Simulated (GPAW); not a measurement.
# A 8-layer slab of Sr(100) in an electric field, part 2 of 2

Aim: the dipole that a field along the normal induces in a 8-layer slab of Sr(100).

GPAW 26.7.0; GPAW, PAW setups; slab in vacuum, relaxation (the session's first sound run).

So far, upper work function (eV): step 2 (relaxing the atoms) 2.54; step 3 (the slab's potential) 2.54.

## 5. Field on

run.py

```python
import json
import numpy as np
from ase import Atoms
from gpaw import GPAW, PW
from gpaw.external import ConstantElectricField

slab = Atoms(
    ['Sr', 'Sr', 'Sr', 'Sr', 'Sr', 'Sr', 'Sr', 'Sr'],
    positions=[
        [2.14960, 2.14960, 7.00000],
        [0.00000, 0.00000, 10.04000],
        [2.14960, 2.14960, 13.08000],
        [0.00000, 0.00000, 16.12000],
        [2.14960, 2.14960, 19.15844],
        [0.00000, -0.00000, 22.20126],
        [2.14960, 2.14960, 25.26881],
        [0.00000, 0.00000, 28.24300]],
    cell=[[4.29921, 0.0, 0.0], [0.0, 4.29921, 0.0], [0.0, 0.0, 35.28]],
    pbc=[True, True, False])

slab.calc = GPAW(mode=PW(400), xc='PBE', kpts={'size': (7, 7, 1), 'gamma': True},
                 occupations={'name': 'fermi-dirac', 'width': 0.1}, nbands='160%',
                 convergence={'density': 1e-05}, maxiter=200,
                 poissonsolver={'dipolelayer': 'xy'},
                 external=ConstantElectricField(-0.1, [0, 0, 1]),
                 symmetry={'tolerance': 1e-3}, txt='slab.txt')
result = {}
energy = slab.get_potential_energy()
fermi = slab.calc.get_fermi_level()
v = slab.calc.get_electrostatic_potential().mean((0, 1)) - fermi
n = slab.calc.get_pseudo_density().mean((0, 1))
L = slab.cell[2, 2]
z = np.arange(len(v)) * L / len(v)
low, high = slab.positions[:, 2].min(), slab.positions[:, 2].max()
below, above = np.interp([low - 4.8, high + 4.8], z, v)
slopes = [np.interp(x, z, np.gradient(v, z)) for x in (low - 4.8, high + 4.8)]
eps = np.array([[slab.calc.get_eigenvalues(k, s) for k in range(len(slab.calc.get_ibz_k_points()))]
                for s in range(slab.calc.get_number_of_spins())]) - fermi
top, bottom = eps[eps < 0].max(), eps[eps > 0].min()
dipole = slab.get_dipole_moment()[2]
print(f'energy {energy:.4f} eV, Fermi level {fermi:.4f} eV, dipole {dipole:.5f} e A')
print(f'potential 4.8 A off the faces, from the Fermi level: lower {below:.4f} eV, upper {above:.4f} eV')
print(f'slope of the potential there: lower {slopes[0]:.5f}, upper {slopes[1]:.5f} eV/A')
print(f'nearest levels on the mesh: {top:.4f} and {bottom:.4f} eV')
print('magnetic moment', round(slab.get_magnetic_moment(), 3))
result.update(energy=energy, fermi=fermi, dipole=dipole, below=below, above=above, slopes=slopes, edges=[top, bottom],
              z=z.tolist(), v=v.tolist(), n=n.tolist(), positions=slab.positions.tolist(),
              forces=slab.get_forces(apply_constraint=False).tolist(), moments=slab.get_magnetic_moments().tolist())
json.dump(result, open('result.json', 'w'))
```

Launch:

```
$ OMP_NUM_THREADS=1 OPENBLAS_NUM_THREADS=1 python run.py
```

What it wrote:

```text
energy -12.5535 eV, Fermi level 1.6413 eV, dipole -0.27031 e A
potential 4.8 A off the faces, from the Fermi level: lower 1.2246 eV, upper 3.8695 eV
slope of the potential there: lower -0.00638, upper 0.01036 eV/A
nearest levels on the mesh: -0.0155 and 0.0204 eV
magnetic moment 0.0
```

It took 8.5 min on 1 thread of Intel Xeon Platinum 8488C (Sapphire Rapids), shared host; peak memory 0.65 GiB.

Numbers from this step:

| Quantity | Value |
| --- | --- |
| dipole along the normal | -0.2703 e·Å |
| levels nearest the Fermi level on the mesh | -0.01555, 0.02044 eV from the Fermi level |
| potential below the slab, the applied field's own ramp left out | 1.225 eV from the Fermi level |
| potential above the slab, the applied field's own ramp left out | 3.870 eV from the Fermi level |

The electrostatic potential energy of an electron (without an applied field's), less the Fermi level, planar mean oscillates, so the rows of the table below give means over windows of 3.04 Å about each position, cut where the curve ends. Its maxima inside the range that stand out by 2 % of the span (Å: eV): 8.5: -0.0951, 11.6: 0.142, 14.6: 0.443, 17.6: 0.750, 20.7: 1.06, 23.7: 1.42, 26.8: 1.58, 34.8: 3.87. Its minima: 7.0: -11.8, 10.1: -11.1, 13.1: -10.9, 16.1: -10.5, 19.1: -10.3, 22.2: -9.97, 25.3: -9.60, 28.2: -9.70.

Table of electrostatic potential energy of an electron (without an applied field's), less the Fermi level, planar mean by z; means over each step:

| z (Å) | electrostatic potential energy of an electron (without an applied field's), less the Fermi level, planar mean (eV) |
| --- | --- |
| 1.52 | 1.31 |
| 4.56 | 0.504 |
| 7.60 | -4.58 |
| 10.64 | -4.10 |
| 13.68 | -3.81 |
| 16.72 | -3.51 |
| 19.76 | -3.20 |
| 22.80 | -2.88 |
| 25.84 | -2.62 |
| 28.88 | -2.17 |
| 31.92 | 3.76 |
| 34.96 | 3.80 |

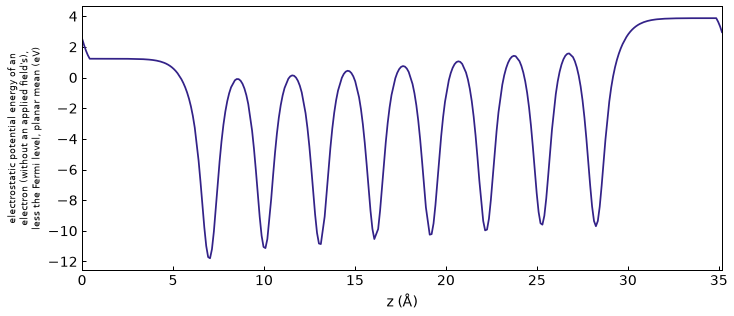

Electrostatic potential energy of an electron (without an applied field's), less the Fermi level, planar mean against z.

Force by atom:

| atom | x (eV/Å) | y (eV/Å) | z (eV/Å) | size |
| --- | --- | --- | --- | --- |
| Sr1 | 0.0000 | 0.0000 | 0.0756 | 0.0756 |
| Sr2 | 0.0000 | 0.0000 | -0.0604 | 0.0604 |
| Sr3 | 0.0000 | 0.0000 | -0.0019 | 0.0019 |
| Sr4 | 0.0000 | 0.0000 | 0.0023 | 0.0023 |
| Sr5 | 0.0000 | 0.0000 | -0.0015 | 0.0015 |
| Sr6 | 0.0000 | 0.0000 | 0.0223 | 0.0223 |
| Sr7 | 0.0000 | 0.0000 | -0.0177 | 0.0177 |
| Sr8 | 0.0000 | 0.0000 | -0.0188 | 0.0188 |

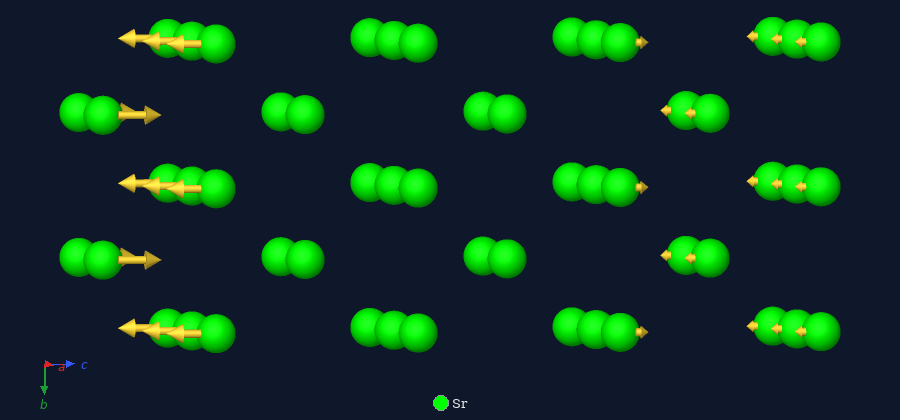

Force as arrows, the longest 0.0756 eV/Å. 2×2×1 cells are drawn. Some periodic images of atoms are drawn too.

The dipole is now -0.270 e Å, against 9.1e-4 in the run without a field.

## 6. Field on

Changes to run.py since step 5:

```diff
@@ -24,3 +24,3 @@
                  poissonsolver={'dipolelayer': 'xy'},
-                 external=ConstantElectricField(-0.1, [0, 0, 1]),
+                 external=ConstantElectricField(-0.05, [0, 0, 1]),
                  symmetry={'tolerance': 1e-3}, txt='slab.txt')
```

What it wrote:

```text
energy -12.5434 eV, Fermi level 1.6421 eV, dipole -0.13451 e A
potential 4.8 A off the faces, from the Fermi level: lower 1.8860 eV, upper 3.2022 eV
slope of the potential there: lower -0.00714, upper 0.00912 eV/A
nearest levels on the mesh: -0.0156 and 0.0205 eV
magnetic moment 0.0
```

It took 8.3 min on 1 thread; peak memory 0.65 GiB.

## 7. In a field

Changes to run.py since step 6:

```diff
@@ -24,3 +24,3 @@
                  poissonsolver={'dipolelayer': 'xy'},
-                 external=ConstantElectricField(-0.05, [0, 0, 1]),
+                 external=ConstantElectricField(0.05, [0, 0, 1]),
                  symmetry={'tolerance': 1e-3}, txt='slab.txt')
```

What it wrote:

```text
energy -12.5435 eV, Fermi level 1.6415 eV, dipole 0.13648 e A
potential 4.8 A off the faces, from the Fermi level: lower 3.2144 eV, upper 1.8788 eV
slope of the potential there: lower -0.00908, upper 0.00716 eV/A
nearest levels on the mesh: -0.0156 and 0.0204 eV
magnetic moment 0.0
```

It took 7.8 min on 1 thread; peak memory 0.65 GiB.

## 8. Field on

Changes to run.py since step 7:

```diff
@@ -24,3 +24,3 @@
                  poissonsolver={'dipolelayer': 'xy'},
-                 external=ConstantElectricField(0.05, [0, 0, 1]),
+                 external=ConstantElectricField(0.1, [0, 0, 1]),
                  symmetry={'tolerance': 1e-3}, txt='slab.txt')
```

What it wrote:

```text
energy -12.5536 eV, Fermi level 1.6402 eV, dipole 0.27206 e A
potential 4.8 A off the faces, from the Fermi level: lower 3.8826 eV, upper 1.2204 eV
slope of the potential there: lower -0.01030, upper 0.00638 eV/A
nearest levels on the mesh: -0.0156 and 0.0205 eV
magnetic moment 0.0
```

Run time: 8.4 min. Hardware: 1 thread; peak memory 0.65 GiB.

The dipole is now 0.272 e Å, against 9.1e-4 in the run without a field.

## 9. In a field

Changes to run.py since step 8:

```diff
@@ -24,3 +24,3 @@
                  poissonsolver={'dipolelayer': 'xy'},
-                 external=ConstantElectricField(0.1, [0, 0, 1]),
+                 external=ConstantElectricField(0.2, [0, 0, 1]),
                  symmetry={'tolerance': 1e-3}, txt='slab.txt')
```

What it wrote:

```text
energy -12.5942 eV, Fermi level 1.6358 eV, dipole 0.54367 e A
potential 4.8 A off the faces, from the Fermi level: lower 5.2291 eV, upper -0.0905 eV
slope of the potential there: lower -0.01344, upper 0.00514 eV/A
nearest levels on the mesh: -0.0154 and 0.0206 eV
magnetic moment 0.0
```

Wall time 6.9 min (1 thread); peak memory 0.66 GiB.

The electrostatic potential energy of an electron (without an applied field's), less the Fermi level, planar mean oscillates, so the rows of the table below give means over windows of 3.04 Å about each position, cut where the curve ends. Its maxima inside the range that stand out by 2 % of the span (Å: eV): 0.7: 5.24, 8.5: 2.64, 11.6: 1.97, 14.6: 1.36, 17.6: 0.750, 20.7: 0.147, 23.7: -0.406, 26.7: -1.16. Its minima: 7.0: -8.62, 10.1: -8.86, 13.1: -9.51, 16.1: -10.1, 19.1: -10.7, 22.2: -11.3, 25.3: -11.9, 28.2: -12.9.

Table of electrostatic potential energy of an electron (without an applied field's), less the Fermi level, planar mean by z; means over each step:

| z (Å) | electrostatic potential energy of an electron (without an applied field's), less the Fermi level, planar mean (eV) |
| --- | --- |
| 1.52 | 5.07 |
| 4.56 | 4.34 |
| 7.60 | -1.57 |
| 10.64 | -2.00 |
| 13.68 | -2.62 |
| 16.72 | -3.23 |
| 19.76 | -3.84 |
| 22.80 | -4.43 |
| 25.84 | -5.08 |
| 28.88 | -5.56 |
| 31.92 | -0.164 |
| 34.96 | 0.0625 |

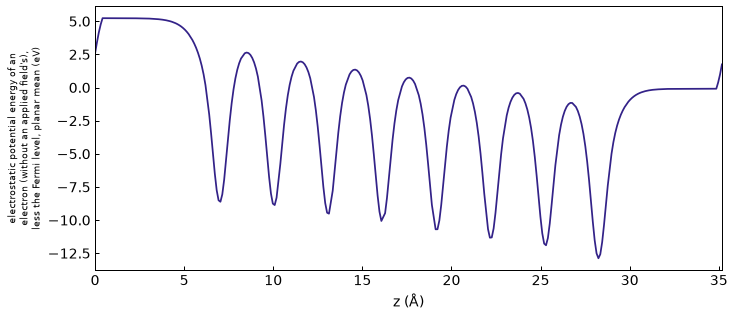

Electrostatic potential energy of an electron (without an applied field's), less the Fermi level, planar mean, plotted against z.

The dipole is now 0.544 e Å, against 9.1e-4 in the run without a field.

## 10. Field on

Changes to run.py since step 9:

```diff
@@ -24,3 +24,3 @@
                  poissonsolver={'dipolelayer': 'xy'},
-                 external=ConstantElectricField(0.2, [0, 0, 1]),
+                 external=ConstantElectricField(0.3, [0, 0, 1]),
                  symmetry={'tolerance': 1e-3}, txt='slab.txt')
```

What it wrote:

```text
energy -12.6618 eV, Fermi level 1.6282 eV, dipole 0.81595 e A
potential 4.8 A off the faces, from the Fermi level: lower 6.5904 eV, upper -1.3924 eV
slope of the potential there: lower -0.01791, upper 0.00424 eV/A
nearest levels on the mesh: -0.0151 and 0.0208 eV
magnetic moment 0.0
```

It took 7.6 min on 1 thread; peak memory 0.66 GiB.

The electrostatic potential energy of an electron (without an applied field's), less the Fermi level, planar mean oscillates, so the rows of the table below give means over windows of 3.04 Å about each position, cut where the curve ends. Its maxima inside the range that stand out by 2 % of the span (Å: eV): 0.7: 6.60, 8.5: 3.55, 11.6: 2.57, 14.6: 1.66, 17.6: 0.750, 20.7: -0.157, 23.7: -1.01, 26.7: -2.06. Its minima: 7.0: -7.56, 10.1: -8.11, 13.1: -9.06, 16.1: -9.91, 19.2: -10.8, 22.2: -11.8, 25.3: -12.7, 28.2: -13.9.

Electrostatic potential energy of an electron (without an applied field's), less the Fermi level, planar mean against z; means over each step:

| z (Å) | electrostatic potential energy of an electron (without an applied field's), less the Fermi level, planar mean (eV) |
| --- | --- |
| 1.52 | 6.35 |
| 4.56 | 5.63 |
| 7.60 | -0.568 |
| 10.64 | -1.30 |
| 13.68 | -2.23 |
| 16.72 | -3.14 |
| 19.76 | -4.05 |
| 22.80 | -4.95 |
| 25.84 | -5.90 |
| 28.88 | -6.69 |
| 31.92 | -1.46 |
| 34.96 | -1.16 |

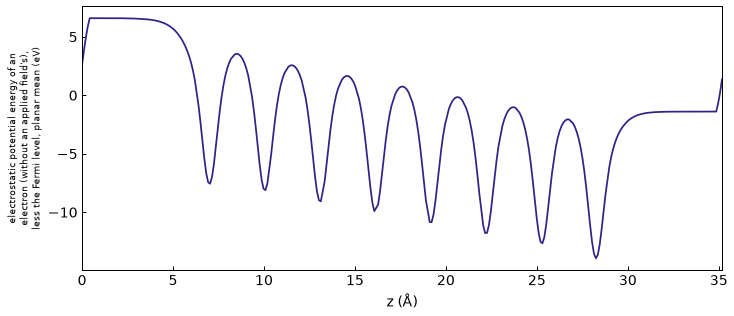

Electrostatic potential energy of an electron (without an applied field's), less the Fermi level, planar mean against z.

The dipole is now 0.816 e Å, against 9.1e-4 in the run without a field.

## 11. The series

The members are put on one axis.

This step: induced dipole against applied field (GPAW 26.7.0).

Dipole along the normal against field:

| field (V/Å) | dipole along the normal (e·Å) |
| --- | --- |
| -0.200 | -0.542 |
| -0.100 | -0.270 |
| -0.050 | -0.135 |
| 0.000 | 9.1e-4 |
| 0.050 | 0.136 |
| 0.100 | 0.272 |
| 0.200 | 0.544 |
| 0.300 | 0.816 |

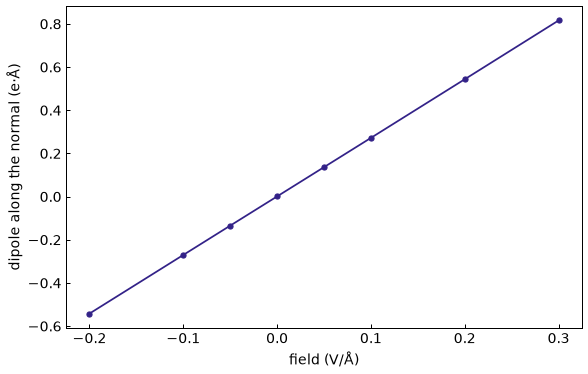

Dipole along the normal against field.

## 12. Results

| Property | Result |
| --- | --- |
| work function, upper and lower face | 2.540 and 2.549 eV |
| dipole along the normal | 9.1e-4 e Å |
| induced dipole per field | 2.71 e Å per V/Å |
| out-of-plane polarisability per area, α/(ε0 A) | 26.6 Å |

What this shows: The field induces 2.71 e Å per V/Å, a polarisable thickness α/(ε0 A) of 26.6 Å beside 21.2 Å between the outermost nuclei. A perfect conductor would give the distance between its two image planes; a dielectric of thickness t gives t(1 - 1/ε). The measured value for polycrystalline Sr, which weights the faces of low work function, is 2.59 eV (as compiled in "Anisotropic work function of elemental crystals", 2019, arxiv:1902.07811); the relaxed upper face lies 0.050 eV under it with PBE. Measured work functions scatter by a tenth of an eV or more between methods. The induced dipole is linear in the field over this range. The small printed dipole stands for a step of -8.9 meV from the lower to the upper face, and the probes find -8.8 meV; values this small are near the numerical noise of both. The in-plane lattice was kept as typed, which isn't the functional's own and leaves some strain; spin-orbit coupling and temperature are left out.

[Logs are printed without paths, hosts, clocks, repeated set-up lines and the standing remarks that a program may print on its own settings, such as how far it seeks lower states.]

[Hosts, paths, dates, database ids (printed as entryN), source tags and the programs' standing remarks are cut or masked in the printed files.]
